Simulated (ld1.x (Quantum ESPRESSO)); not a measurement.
# Cu: generating and testing a TM potential

Do these settings give a usable potential? It is generated, then checked for transferability, scattering, ghosts and hardness.

Method: ld1.x (Quantum ESPRESSO) 7.5, PBEsol, scalar-relativistic.

## (1) The atom and the settings

The settings as typed:

```
element                 : copper (Cu, Z = 29)
type                    : norm-conserving Troullier–Martins (Kleinman–Bylander form)
frozen core             : [Ar]
valence charge          : 11
reference configuration : 3d10 4s1 4p0
partial waves           : 4p (bound, empty): rc 2.30 bohr; 3d (bound): rc 0.80 bohr; 4s (bound): rc 2.25 bohr
local potential         : the s channel
core correction         : Bessel-smoothed model core inside 0.50 bohr
```

The nodes and maxima of the atom's own shells, from an earlier all-electron run, set the scale for the radii.

All-electron outer shells of the reference configuration (PBEsol, scalar-relativistic, ld1.x):

```tsv
shell	level (eV)	outermost node (bohr)	outermost maximum (bohr)
3s	-114.40	0.29	0.61
3p	-72.00	0.26	0.62
3d	-5.06	–	0.60
4s	-4.61	0.89	2.27
4p	-0.64	0.98	3.56
```

## (2) Generating the potential

Input file Cu.in:

```
 &input
   title='Cu', zed=29., rel=1, dft='PBESOL', iswitch=3,
   config='[Ar] 3d10 4s1 4p0',
   nld=3, rlderiv=2.50, eminld=-2.0, emaxld=5.0, deld=0.02
 /
 &inputp
   pseudotype=2, tm=.true., lloc=0,
   nlcc=.true., new_core_ps=.true., rcore=0.50,
   file_pseudopw='Cu.UPF', file_wfcaegen='ae.wfc', file_wfcncgen='nc.wfc', file_beta='beta', file_chi='chi'
 /
3
4P  2  1   0.00   0.00  2.30  2.30  0.0
3D  3  2  10.00   0.00  0.80  0.80  0.0
4S  1  0   1.00   0.00  2.25  2.25  0.0
 &test
   configts(1)='3d10 4s1 4p0'
 /
```

Run with:

```console
$ ld1.x < Cu.in > Cu.out
```

What the program wrote to Cu.out (without the banner and most projector matrices):

```text
     Program LD1 v.7.5
     --------------------------- All-electron run ----------------------------

     Cu
     scalar relativistic calculation

     atomic number is 29.00
     dft =PBESOL   lsd =0 sic =0 latt =0  beta=0.20 tr2=1.0E-14
     Exchange-correlation= PBESOL
                           (   1   4  10   8   0   0   0)
     mesh =1199 r(mesh) = 100.25372 a.u. xmin = -7.00 dx = 0.01250
     1 Ry =  13.60569312 eV, c = 137.03599908

     n l     nl                  e(Ry)          e(Ha)          e(eV)
     1 0     1S 1( 2.00)      -649.9468      -324.9734     -8842.9766
     2 0     2S 1( 2.00)       -78.0149       -39.0075     -1061.4470
     2 1     2P 1( 6.00)       -67.3559       -33.6780      -916.4237
     3 0     3S 1( 2.00)        -8.4085        -4.2043      -114.4036
     3 1     3P 1( 6.00)        -5.2918        -2.6459       -71.9983
     3 2     3D 1(10.00)        -0.3718        -0.1859        -5.0588
     4 0     4S 1( 1.00)        -0.3387        -0.1693        -4.6077
     4 1     4P 1( 0.00)        -0.0467        -0.0234        -0.6357

     final scf error:  5.4E-16 reached in  26 iterations

     Etot =   -3306.982469 Ry,   -1653.491235 Ha,  -44993.788637 eV

     Ekin =    3355.815935 Ry,    1677.907968 Ha,   45658.201794 eV
     Encl =   -7965.901212 Ry,   -3982.950606 Ha, -108381.607342 eV
     Eh   =    1435.403959 Ry,     717.701980 Ha,   19529.665780 eV
     Exc  =    -132.301152 Ry,     -66.150576 Ha,   -1800.048868 eV

     normalization and overlap integrals

     s(1S/1S) =  1.000000  <r> =   0.0522  <r2> =    0.0037  r(max) =   0.0341
     s(2S/2S) =  1.000000  <r> =   0.2354  <r2> =    0.0654  r(max) =   0.1960
     s(2P/2P) =  1.000000  <r> =   0.2065  <r2> =    0.0523  r(max) =   0.1585
     s(3S/3S) =  1.000000  <r> =   0.7125  <r2> =    0.5874  r(max) =   0.6112
     s(3P/3P) =  1.000000  <r> =   0.7499  <r2> =    0.6661  r(max) =   0.6189
     s(3D/3D) =  1.000000  <r> =   1.0471  <r2> =    1.5726  r(max) =   0.6036
     s(4S/4S) =  1.000000  <r> =   2.9162  <r2> =   10.0616  r(max) =   2.2710
     s(4P/4P) =  1.000000  <r> =   5.1813  <r2> =   33.7497  r(max) =   3.5616

     ------------------------ End of All-electron run ------------------------

     --------------------- Generating NC pseudopotential ---------------------

      Generating local pot.: lloc=0, matching radius rcloc =   2.2500

      Computing core charge for nlcc:

       r > 0.50 : true rho core
      Core charge pseudized with two Bessel functions
      Integrated core pseudo-charge :   9.28

      Wfc   4P  rcut= 2.300  Using Troullier-Martins method

      Wfc   3D  rcut= 0.805  Using Troullier-Martins method

     ------------------- End of pseudopotential generation -------------------

     [... the all-electron block is printed once more ...]


     Computing logarithmic derivative in   2.49421
     Computing logarithmic derivative in   2.49421
     Computing the partial wave expansion
       no projector for channel:   0
     R is outside the sphere for l=    1 j= 0.00
     R is outside the sphere for l=    2 j= 0.00

     ---------------------- Testing the pseudopotential ----------------------

     Cu
     scalar relativistic calculation

     atomic number is 29.00   valence charge is 11.00
     dft =PBESOL   lsd =0 sic =0 latt =0  beta=0.20 tr2=1.0E-14
     mesh =1199 r(mesh) = 100.25372 xmin = -7.00 dx = 0.01250

     n l     nl             e AE (Ry)        e PS (Ry)    De AE-PS (Ry)
     3 2     3D   1(10.00)       -0.37181       -0.37177       -0.00005
     1 0     4S   1( 1.00)       -0.33866       -0.33866        0.00000
     2 1     4P   1( 0.00)       -0.04672       -0.04672       -0.00000

     eps = 2.3E-15  iter = 10

     Etot =   -3306.982469 Ry,   -1653.491235 Ha,  -44993.788637 eV
     Etotps =  -120.730823 Ry,     -60.365412 Ha,   -1642.626529 eV

     Ekin =     172.882643 Ry,      86.441322 Ha,    2352.188193 eV
     Encl =    -162.191888 Ry,     -81.095944 Ha,   -2206.733049 eV
     Ehrt =     100.064997 Ry,      50.032499 Ha,    1361.453645 eV
     Ecxc =     -42.161327 Ry,     -21.080663 Ha,    -573.634070 eV
     (Ecc =     -19.008750 Ry,      -9.504375 Ha,    -258.627226 eV)
     Epseu=    -189.325250 Ry,     -94.662625 Ha,   -2575.901247 eV

     ---------------------- End of pseudopotential test ----------------------
```

Run time: 1.4 s. Hardware: 1 thread of Neoverse-V1, shared host. This counts the later configuration tests of the new file too.

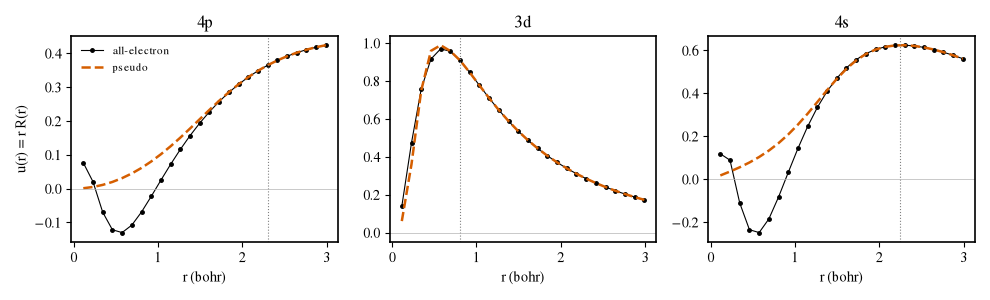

Bound waves of the atom and their pseudo partners (4p, 3d, 4s), with the matching radii dotted. The curves join 26 sampled radii, too few to resolve the innermost nodes.

## (3) Testing the new file in other configurations

Input file Cu.test.in:

```
 &input
   title='Cu', zed=29., rel=1, dft='PBESOL', iswitch=2,
   config='[Ar] 3d10 4s1 4p0'
 /
 &test
   file_pseudo='Cu.UPF', nconf=8,
   configts(1)='3d10 4s1 4p0',
   configts(2)='3d10 4s0 4p0',
   configts(3)='3d9 4s0 4p0',
   configts(4)='3d8 4s0 4p0',
   configts(5)='3d9 4s1 4p1',
   configts(6)='3d9 4s2 4p0',
   configts(7)='3d10 4s0.5 4p0',
   configts(8)='3d7 4s0 4p0'
 /
```

Run with:

```console
$ ld1.x < Cu.test.in > Cu.test.out
```

Cu.test.out, the pseudopotential blocks, each with the warnings that came before it:

```text
     ---------------------- Testing the pseudopotential ----------------------

     Cu
     scalar relativistic calculation

     atomic number is 29.00   valence charge is 11.00
     dft =PBESOL   lsd =0 sic =0 latt =0  beta=0.20 tr2=1.0E-14
     mesh =1199 r(mesh) = 100.25372 xmin = -7.00 dx = 0.01250

     n l     nl             e AE (Ry)        e PS (Ry)    De AE-PS (Ry)
     3 2     3D   1(10.00)       -0.37181       -0.37177       -0.00005
     1 0     4S   1( 1.00)       -0.33866       -0.33866        0.00000
     2 1     4P   1( 0.00)       -0.04672       -0.04672       -0.00000

     eps = 5.9E-15  iter = 10

     Etot =   -3306.982469 Ry,   -1653.491235 Ha,  -44993.788637 eV
     Etotps =  -120.730823 Ry,     -60.365411 Ha,   -1642.626523 eV

     Ekin =     172.882644 Ry,      86.441322 Ha,    2352.188202 eV
     Encl =    -162.191887 Ry,     -81.095944 Ha,   -2206.733044 eV
     Ehrt =     100.064997 Ry,      50.032498 Ha,    1361.453640 eV
     Ecxc =     -42.161326 Ry,     -21.080663 Ha,    -573.634070 eV
     (Ecc =     -19.008750 Ry,      -9.504375 Ha,    -258.627226 eV)
     Epseu=    -189.325250 Ry,     -94.662625 Ha,   -2575.901251 eV

     ---------------------- End of pseudopotential test ----------------------

     ---------------------- Testing the pseudopotential ----------------------

     Cu
     [...]
     n l     nl             e AE (Ry)        e PS (Ry)    De AE-PS (Ry)
     3 2     3D   1(10.00)       -1.00265       -0.99690       -0.00575  !
     1 0     4S   1( 0.00)       -0.86543       -0.86930        0.00387
     2 1     4P   1( 0.00)       -0.46986       -0.47257        0.00271

     eps = 6.8E-16  iter =  9

     Etot =   -3306.386894 Ry,   -1653.193447 Ha,  -44985.685430 eV
     Etotps =  -120.133571 Ry,     -60.066785 Ha,   -1634.500500 eV
     dEtot_ae =       0.595575 Ry
     dEtot_ps =       0.597252 Ry,   Delta E=      -0.001677 Ry

     [...]
     ---------------------- End of pseudopotential test ----------------------

     ---------------------- Testing the pseudopotential ----------------------

     Cu
     [...]
     n l     nl             e AE (Ry)        e PS (Ry)    De AE-PS (Ry)
     3 2     3D   1( 9.00)       -2.17590       -2.22059        0.04469  !
     1 0     4S   1( 0.00)       -1.62772       -1.63152        0.00380
     2 1     4P   1( 0.00)       -1.11166       -1.10983       -0.00183

     eps = 9.2E-15  iter = 12

     Etot =   -3304.820424 Ry,   -1652.410212 Ha,  -44964.372515 eV
     Etotps =  -118.552687 Ry,     -59.276344 Ha,   -1612.991482 eV
     dEtot_ae =       2.162045 Ry
     dEtot_ps =       2.178135 Ry,   Delta E=      -0.016090 Ry

     [...]
     ---------------------- End of pseudopotential test ----------------------

     Warning: n=3, l=2 expected 0 nodes, found 1
     ---------------------- Testing the pseudopotential ----------------------

     Cu
     [...]
     n l     nl             e AE (Ry)        e PS (Ry)    De AE-PS (Ry)
     3 2     3D   1( 8.00)       -3.59268       -3.74611        0.15343  !
     1 0     4S   1( 0.00)       -2.51736       -2.54013        0.02278  !
     2 1     4P   1( 0.00)       -1.89446       -1.89131       -0.00315

     eps = 1.5E-16  iter =  9

     Etot =   -3301.954541 Ry,   -1650.977271 Ha,  -44925.380194 eV
     Etotps =  -115.591781 Ry,     -57.795891 Ha,   -1572.706304 eV
     dEtot_ae =       5.027928 Ry
     dEtot_ps =       5.139041 Ry,   Delta E=      -0.111113 Ry

     [...]
     ---------------------- End of pseudopotential test ----------------------

     ---------------------- Testing the pseudopotential ----------------------

     Cu
     [...]
     n l     nl             e AE (Ry)        e PS (Ry)    De AE-PS (Ry)
     3 2     3D   1( 9.00)       -0.85280       -0.90048        0.04767  !
     1 0     4S   1( 1.00)       -0.52567       -0.52378       -0.00189
     2 1     4P   1( 1.00)       -0.15459       -0.15275       -0.00184

     eps = 6.3E-15  iter = 17

     Etot =   -3306.478046 Ry,   -1653.239023 Ha,  -44986.925617 eV
     Etotps =  -120.206346 Ry,     -60.103173 Ha,   -1635.490659 eV
     dEtot_ae =       0.504423 Ry
     dEtot_ps =       0.524476 Ry,   Delta E=      -0.020054 Ry

     [...]
     ---------------------- End of pseudopotential test ----------------------

     ---------------------- Testing the pseudopotential ----------------------

     Cu
     [...]
     n l     nl             e AE (Ry)        e PS (Ry)    De AE-PS (Ry)
     3 2     3D   1( 9.00)       -0.70160       -0.74550        0.04390  !
     1 0     4S   1( 2.00)       -0.42860       -0.42412       -0.00448
     2 1     4P   1( 0.00)       -0.08340       -0.08066       -0.00274

     eps = 2.3E-15  iter = 13

     Etot =   -3306.836563 Ry,   -1653.418281 Ha,  -44991.803480 eV
     Etotps =  -120.564008 Ry,     -60.282004 Ha,   -1640.356899 eV
     dEtot_ae =       0.145906 Ry
     dEtot_ps =       0.166814 Ry,   Delta E=      -0.020908 Ry

     [...]
     ---------------------- End of pseudopotential test ----------------------

     ---------------------- Testing the pseudopotential ----------------------

     Cu
     [...]
     n l     nl             e AE (Ry)        e PS (Ry)    De AE-PS (Ry)
     3 2     3D   1(10.00)       -0.67206       -0.66923       -0.00284
     1 0     4S   1( 0.50)       -0.59247       -0.59392        0.00145
     2 1     4P   1( 0.00)       -0.24447       -0.24528        0.00080

     eps = 9.2E-15  iter =  9

     Etot =   -3306.750637 Ry,   -1653.375319 Ha,  -44990.634404 eV
     Etotps =  -120.498638 Ry,     -60.249319 Ha,   -1639.467495 eV
     dEtot_ae =       0.231832 Ry
     dEtot_ps =       0.232184 Ry,   Delta E=      -0.000352 Ry

     [...]
     ---------------------- End of pseudopotential test ----------------------

     ---------------------- Testing the pseudopotential ----------------------

     Cu
     [...]
     n l     nl             e AE (Ry)        e PS (Ry)    De AE-PS (Ry)
     3 2     3D   1( 7.00)       -5.21100       -5.51119        0.30019  !
     1 0     4S   1( 0.00)       -3.51383       -3.58671        0.07288  !
     2 1     4P   1( 0.00)       -2.79501       -2.79433       -0.00067

     eps = 8.8E-16  iter =  7

     Etot =   -3297.568566 Ry,   -1648.784283 Ha,  -44865.705964 eV
     Etotps =  -110.980711 Ry,     -55.490356 Ha,   -1509.969503 eV
     dEtot_ae =       9.413903 Ry
     dEtot_ps =       9.750111 Ry,   Delta E=      -0.336208 Ry

     [...]
     ---------------------- End of pseudopotential test ----------------------
```

The tests as a table, with energies relative to 3d10 4s1 4p0. A star marks tests that logged a warning.

| valence configuration | charge | ΔE all-electron (eV) | error AE − PS (meV) |
| --- | --- | --- | --- |
| 3d10 4s0 4p0 | +1 | 8.103 | -23 |
| 3d9 4s0 4p0 | +2 | 29.416 | -219 |
| 3d8 4s0 4p0 * | +3 | 68.408 | -1512 |
| 3d9 4s1 4p1 | 0 | 6.863 | -273 |
| 3d9 4s2 4p0 | 0 | 1.985 | -284 |
| 3d10 4s0.5 4p0 | +0.5 | 3.154 | -4.8 |
| 3d7 4s0 4p0 | +4 | 128.083 | -4574 |

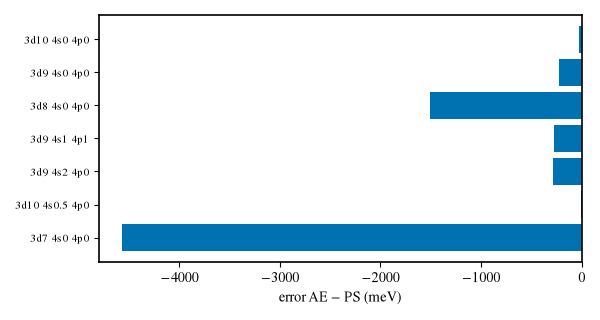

Error of the potential in each test configuration.

## (4) Scattering by logarithmic derivatives

Taken from the files of the generation run. The phase is arctan(r·u′/u) with u = r·R, unwrapped, with energies in Ry. A pole is an energy at which the radial function vanishes at the test radius. The pseudo phase is shifted by a multiple of π to meet the all-electron one at the reference energy. Levels narrower than the energy grid can be missing from the poles. The last column is the largest difference on the grid between −1 and +1 Ry.

```tsv
channel	radius (bohr)	reference (Ry)	poles AE	poles PS	window around the reference with phases within 0.05 rad (Ry)	largest difference near zero (rad)
s	2.49	-0.34	1.54	1.46	below 2.8	0.007
p	2.49	-0.05	2.65	2.62	the whole range	0.003
d	2.49	-0.37	-0.25, 4.64	-0.25	below 0.8	0.054
```

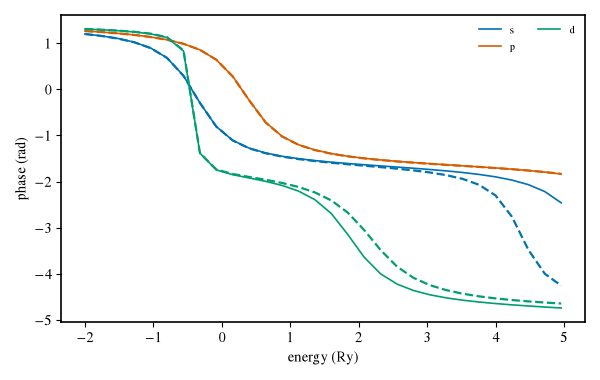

Phases by channel: all-electron solid, pseudo dashed.

## (5) Cutoff and ghost test in a Bessel basis

This step uses the generator's waves and projectors in a separate script. Basis: spherical Bessel functions vanishing at 20 bohr, q² up to the cutoff; potential fixed at the reference.

All-electron valence levels (Ry): 4p -0.0467, 3d -0.3718, 4s -0.3387. The lowest levels of each channel (Ry) by cutoff; the last column sums, over occupied levels, occupation times the distance from the level at 400 Ry. A positive value at high cutoff is not a bound level.

| cutoff (Ry) | p #1 | d #1 | s #1 | f #1 | Σ f·Δε (mRy) |
| --- | --- | --- | --- | --- | --- |
| 8 | -0.0460 | 0.0647 | -0.3344 | 0.1127 | 4367.3 |
| 15 | -0.0466 | 0.0647 | -0.3366 | 0.1127 | 4365.1 |
| 25 | -0.0466 | 0.0647 | -0.3384 | 0.1127 | 4363.3 |
| 40 | -0.0466 | 0.0647 | -0.3386 | 0.1127 | 4362.9 |
| 55 | -0.0466 | 0.0647 | -0.3387 | 0.1127 | 4362.4 |
| 90 | -0.0466 | 0.0645 | -0.3387 | 0.1127 | 4360.6 |
| 120 | -0.0466 | 0.0637 | -0.3387 | 0.1127 | 4353.2 |
| 180 | -0.0466 | -0.2361 | -0.3387 | 0.1127 | 1355.3 |
| 260 | -0.0466 | -0.3664 | -0.3387 | 0.1127 | 52.3 |
| 300 | -0.0466 | -0.3712 | -0.3387 | 0.1127 | 3.9 |
| 400 | -0.0466 | -0.3716 | -0.3387 | 0.1127 | 0.0 |

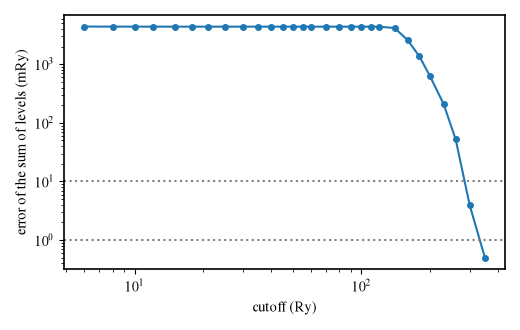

Occupation-weighted error of the valence levels against the cutoff; the dotted lines mark 10 and 1 mRy.

The sum stays within 10 mRy from 300 Ry and within 1 mRy only somewhere over 300 Ry. The sum leaves out empty levels, which can need more. Ghost test: no level below the all-electron spectrum of its channel (p, d, s, f tested).

## (6) Summary of results

| quantity | value |
| --- | --- |
| cutoffs for 10 and 1 mRy, occupied levels | 300 Ry and over 300 Ry |
| bound ghosts | none found |
| largest test error (AE − PS) | -4574 meV, for 3d7 4s0 4p0 |
| largest phase difference near zero energy, channels read | 0.054 rad |

**Reading.** By total energies transferability is poor: the largest error is 4574 meV on 128.1 eV, for 3d7 4s0 4p0. That test lies far up in energy; among those under 40 eV, nearer to bonding, the largest error is 284 meV. It counts as very hard, with 300 Ry needed at the looser tolerance. The tighter tolerance needs over 300 Ry, and converged work needs a cutoff nearer that. The slowest occupied level is 3d: taken alone it needs 300 Ry to come within 1 mRy, against 21 Ry for 4s. The Bessel-basis test finds no level below the valence levels. Near zero energy the largest phase difference among the channels read is 0.05 rad, in the d channel. All of this concerns the isolated atom, not yet a solid.
